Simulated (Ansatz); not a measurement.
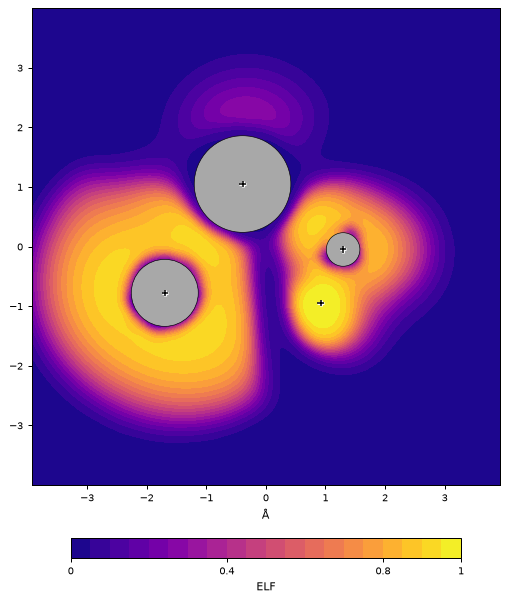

The ELF on a plane through atoms (crosses mark nuclei in the plane; grey discs cover the cores).

Method: RKS PBE0-D4/def2-TZVPP (Ansatz 0.2.0).

Candidates:
A. H5OSi···Cl
B. F3H3Si2
C. AlH5OS

**Which system is this?**

Candidate C: AlH5OS on the plane of atoms Al1, O2 and H5, which holds Al, O, H and S. Al–O (2.01 Å): the ELF peaks at about 0.90 in the valence shell of O, 0.6 Å from its nucleus, and is about 0.50 at the midpoint. Al–S (2.25 Å): the ELF peaks at about 0.90 in the valence shell of S, 1.0 Å from its nucleus, and is about 0.90 at the midpoint.
